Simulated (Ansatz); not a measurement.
**ClGeI3 (SMILES [Cl][Ge]([I])([I])[I]): density, localisation and related maps**

The calculation's input:

```
crystal:
  periodic: [false, false, false]
  atoms:
    - symbol: Cl
      position_ang: [-0.840361, -0.113790, 2.011560]
    - symbol: Ge
      position_ang: [-0.007295, -0.016765, 0.032860]
    - symbol: I
      position_ang: [1.980223, -1.532147, -0.063597]
    - symbol: I
      position_ang: [-1.753392, -0.757813, -1.597478]
    - symbol: I
      position_ang: [0.670725, 2.346915, -0.424645]
basis:
  gaussian: {orbitals: def2-SVPD}
hamiltonian: {xc: {name: PBE0}}
output: {forces: true, orbitals: {seedname: orbitals}}
```

Launched as:

```sh
ansatz run input.yaml --threads 2 --pin off --max-ram 6090MiB --events-out events.jsonl --progress --plain --runs-dir runs
```

Geometry: PBE0-D4/def2-SVP; core potentials replace the inner electrons of I.

Theory: Ansatz 0.2.0, isolated molecule in a Gaussian basis; Kohn-Sham density functional theory, functional PBE0.

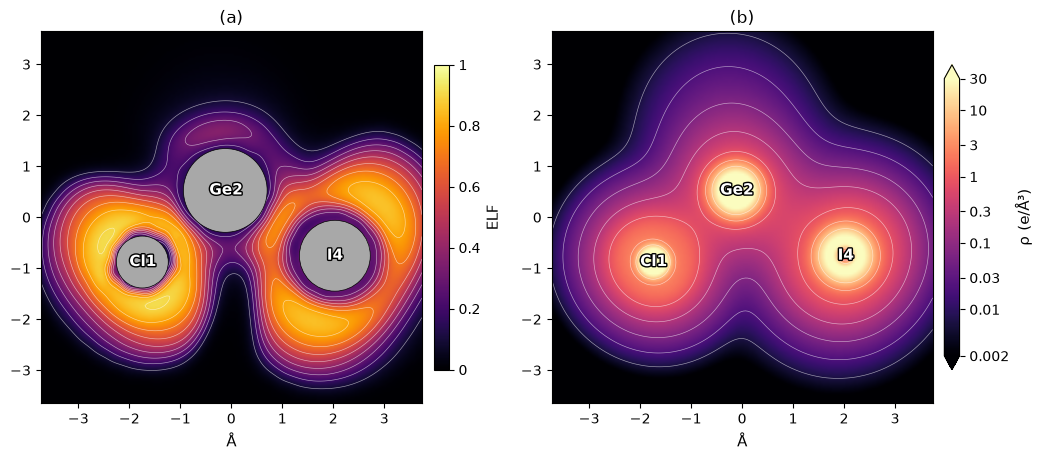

Figure 1. (a) ELF; (b) electron density on the plane of atoms Cl1, Ge2 and I4. Grey discs cover the atomic cores in the ELF map.

Read the bonding off the picture.

The section cuts through Cl, Ge and I sites.
Ge–Cl (2.15 Å): ρ is about 0.74 e/Å³ halfway; the ELF peaks at about 0.85 in the valence shell of Cl, 0.9 Å from its nucleus, and is about 0.65 at the midpoint.
Ge–I (2.50 Å): the density is about 0.58 e/Å³ at the midpoint; the ELF peaks at about 0.75 in the valence shell of I, 1.3 Å from its nucleus, and is about 0.75 at the midpoint.
The ELF also peaks beside I4 and Cl1, away from the bonds: lone-pair regions.

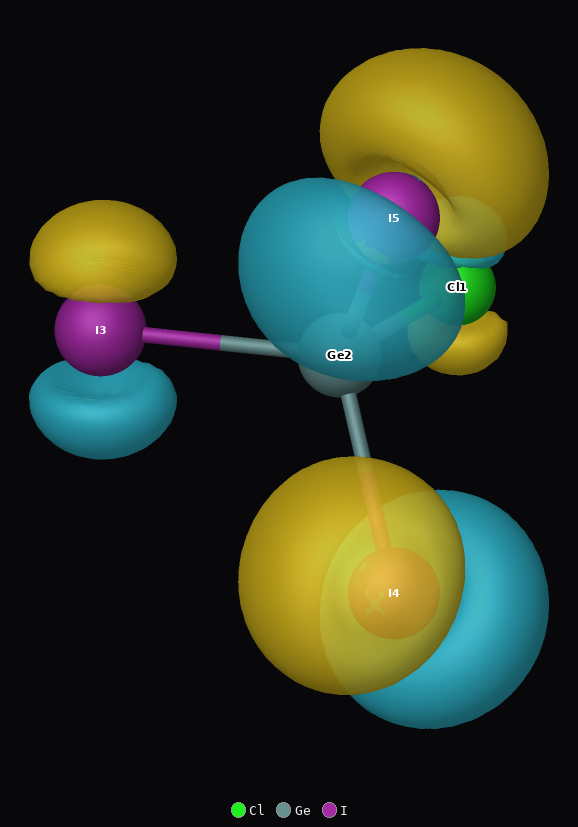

Figure 2. The HOMO−1 at ±0.1 Å⁻³ᐟ² (yellow and cyan are the two phases), seen at a tilt.

Describe this orbital and give its energy.

It lies mainly on I4 (about 40 %), I5 (about 40 %) and I3 (about 10 %); largely a combination of lone pairs on I4, I5 and I3. It is one of a degenerate set, so its orientation is arbitrary. Its energy is −8.06 eV.

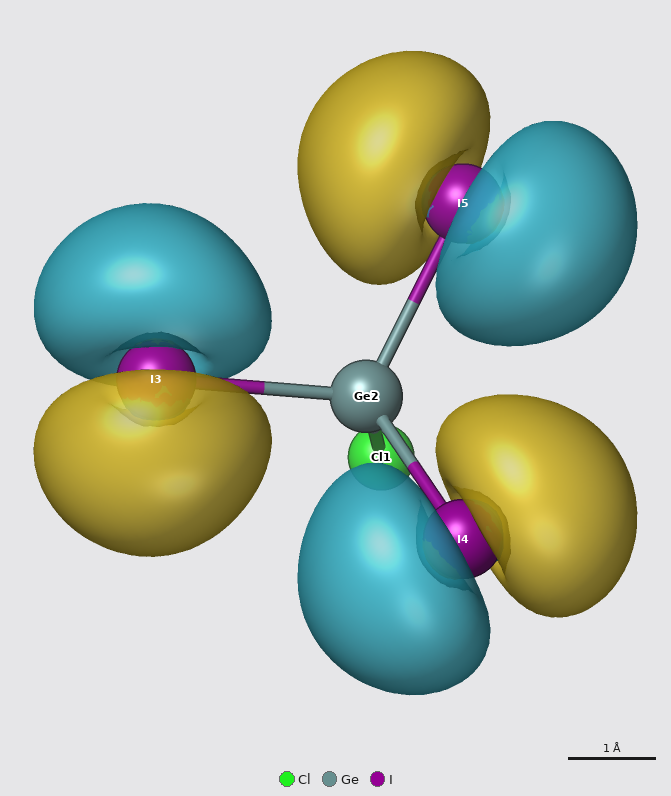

Figure 3. One frontier orbital at ±0.06 Å⁻³ᐟ² (yellow and cyan are the two phases), seen at a tilt.

Which orbital is it: HOMO or LUMO?

The HOMO, at −7.88 eV. Its weight (Hirshfeld) is mainly on I3 (about 30 %), I4 (about 30 %) and I5 (about 30 %); largely a combination of lone pairs on I3, I4 and I5.
